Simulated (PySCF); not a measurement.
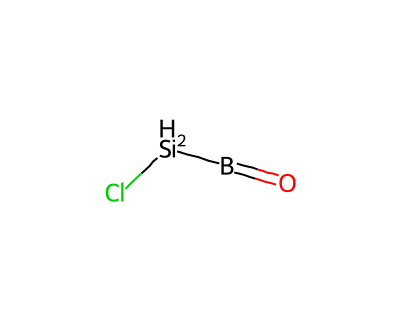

Source: calculation with PySCF.

Skeletal drawing of a molecule.

> Give its SMILES.

O=B[SiH2]Cl

> What is the molecular formula?

BClH2OSi.

> An optimisation with PBE0-D4/def2-TZVP gave a structure of which point group?

Cs. Other conformers may differ.
